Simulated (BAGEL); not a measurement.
**BCl2 (SMILES Cl[B]Cl): UHF/6-31G(d) (density fitting with qzvpp-jkfit, spherical functions)**

What is the vertical ionisation energy of BCl2 at UHF/6-31G* (density fitting with qzvpp-jkfit, spherical functions)? 

The results are computed with BAGEL 1.2.2.

3 further runs of the same task are left out: 3 set aside as unsound or not needed. Runs told in other sessions of the task aren't counted.

### Step 1. Starting point

The species is BCl2 (3 atoms), meant as a doublet with charge 0. SMILES: `Cl[B]Cl`. The coordinates come from a PBE0-D4/def2-TZVP relaxation.

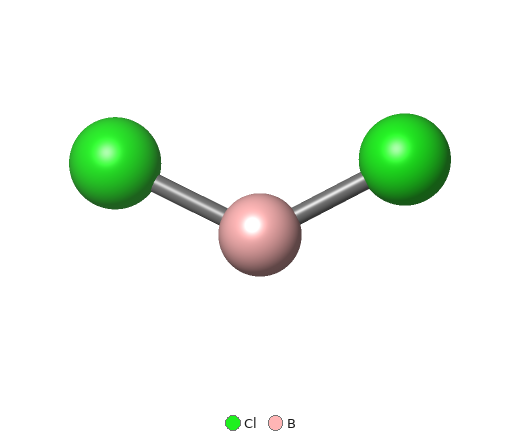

Viewed from a chosen angle; chlorine green, boron pink.

### Step 2. The energy at UHF/6-31G(d) (density fitting with qzvpp-jkfit, spherical functions)

Input file calc.json:

```json
{ "bagel": [

{
  "title": "molecule",
  "basis": "6-31gs.json",
  "df_basis": "qzvpp-jkfit",
  "angstrom": true,
  "geometry": [
    { "atom": "Cl", "xyz": [    0.371500,   -1.525600,    0.030000 ] },
    { "atom": "B", "xyz": [   -0.463900,   -0.050300,   -0.256900 ] },
    { "atom": "Cl", "xyz": [    0.081500,    1.511100,    0.213700 ] }
  ]
},
{ "title": "uhf", "nopen": 1 },
{ "title": "print", "file": "orbitals.molden", "orbitals": true }

]}
```

The basis set 6-31G* is read from a file made from the Basis Set Exchange's data (not shown).

On the command line:

```console
BAGEL_NUM_THREADS=1 BAGEL calc.json > calc.out
```

Output:

```text
* using 1 threads per process

  ===============================================================
  ===============================================================

  *** Geometry ***

  { "atom" : "Cl", "xyz" : [      0.702033,     -2.882966,      0.056692 ] },
  { "atom" : "B", "xyz" : [     -0.876644,     -0.095053,     -0.485471 ] },
  { "atom" : "Cl", "xyz" : [      0.154013,      2.855565,      0.403834 ] },

  Number of auxiliary basis functions:      331

  Since a DF basis is specified, we compute 2- and 3-index integrals:
    o Being stored without compression. Storage requirement is 0.007 GB

  Number of basis functions:       50
  Number of electrons      :       39

    * METHOD: MOLECULE                             0.14

  *** Open-shell HF ***

  === Nuclear Repulsion ===
   102.3590784618

      * DIIS with orbital gradients will be used.

  === UHF iteration (6-31gs.json) ===
      0       -943.60307809          0.01786563           0.05
      1       -943.64909042          0.00902216           0.05
      2       -943.65914883          0.00451574           0.05
      3       -943.66147454          0.00151124           0.05
      4       -943.66255406          0.00026859           0.05
      5       -943.66263608          0.00008519           0.05
      6       -943.66265674          0.00002294           0.05
      7       -943.66265976          0.00001088           0.05
      8       -943.66266089          0.00000355           0.05
      9       -943.66266096          0.00000110           0.05
     10       -943.66266096          0.00000035           0.05
     11       -943.66266096          0.00000011           0.05
     12       -943.66266096          0.00000003           0.05
     13       -943.66266096          0.00000001           0.05
     14       -943.66266096          0.00000001           0.05
    * SCF iteration converged.

    * S^2 (UHF) is 0.7542

    * Permanent dipole moment:
           (    0.100289,     0.006366,     0.055031) a.u.

    * METHOD: UHF                                  0.83

    * METHOD: PRINT                                0.01

  ===============================================================
```

Run time: 1.1 s. Hardware: 1 thread of Arm Neoverse N1, shared host.

### Step 3. The singlet cation at the same level

Input file calc.json:

```json
{ "bagel" : [

{
  "title" : "molecule",
  "basis" : "6-31gs.json",
  "df_basis" : "qzvpp-jkfit",
  "angstrom" : true,
  "geometry" : [
    { "atom" : "Cl", "xyz" : [    0.371500,   -1.525600,    0.030000 ] },
    { "atom" : "B", "xyz" : [   -0.463900,   -0.050300,   -0.256900 ] },
    { "atom" : "Cl", "xyz" : [    0.081500,    1.511100,    0.213700 ] }
  ]
},
{
  "title" : "hf",
  "charge" : 1
},
{
  "title" : "print",
  "file" : "orbitals.molden",
  "orbitals" : true
}

]}
```

The basis set 6-31G* is read from a file made from the Basis Set Exchange's data (not shown).

On the command line:

```console
BAGEL_NUM_THREADS=1 BAGEL calc.json > calc.out
```

Output:

```text
* using 1 threads per process

  ===============================================================
  ===============================================================

  *** Geometry ***

  { "atom" : "Cl", "xyz" : [      0.702033,     -2.882966,      0.056692 ] },
  { "atom" : "B", "xyz" : [     -0.876644,     -0.095053,     -0.485471 ] },
  { "atom" : "Cl", "xyz" : [      0.154013,      2.855565,      0.403834 ] },

  Number of auxiliary basis functions:      331

  Since a DF basis is specified, we compute 2- and 3-index integrals:
    o Being stored without compression. Storage requirement is 0.007 GB

  Number of basis functions:       50
  Number of electrons      :       39

    * METHOD: MOLECULE                             0.14

  *** RHF ***

  === Nuclear Repulsion ===
   102.3590784618

      * DIIS with orbital gradients will be used.

  === RHF iteration (6-31gs.json) ===
      0       -943.25106296          0.01669086           0.03
      1       -943.31096491          0.01034763           0.02
      2       -943.33510754          0.00145630           0.02
      3       -943.33600892          0.00029227           0.02
      4       -943.33603414          0.00006788           0.02
      5       -943.33603602          0.00001268           0.02
      6       -943.33603613          0.00000387           0.02
      7       -943.33603614          0.00000136           0.02
      8       -943.33603614          0.00000065           0.02
      9       -943.33603614          0.00000012           0.02
     10       -943.33603614          0.00000003           0.02
     11       -943.33603614          0.00000001           0.02
    * SCF iteration converged.

    * Permanent dipole moment:
           (    0.842324,     0.052611,     0.462105) a.u.

    * METHOD: HF                                   0.37

    * METHOD: PRINT                                0.01

  ===============================================================
```

It took 0.66 s on 1 thread of Arm Neoverse N1, shared host.

### Step 4. Results

At UHF/6-31G* (density fitting with qzvpp-jkfit, spherical functions):

```
                                          quantity          value
                        doublet BCl2: total energy  -943.66266 Eh
                       doublet BCl2: dipole moment         0.29 D
                                doublet BCl2: ⟨S²⟩          0.754
                      singlet cation: total energy  -943.33604 Eh
                       singlet cation: HOMO energy      -19.56 eV
                       singlet cation: LUMO energy       -7.60 eV
                     singlet cation: HOMO–LUMO gap       11.96 eV
vertical ionisation energy (to the singlet cation)       8.888 eV
```

In words: Removing an electron at fixed nuclei costs 8.89 eV (858 kJ/mol).
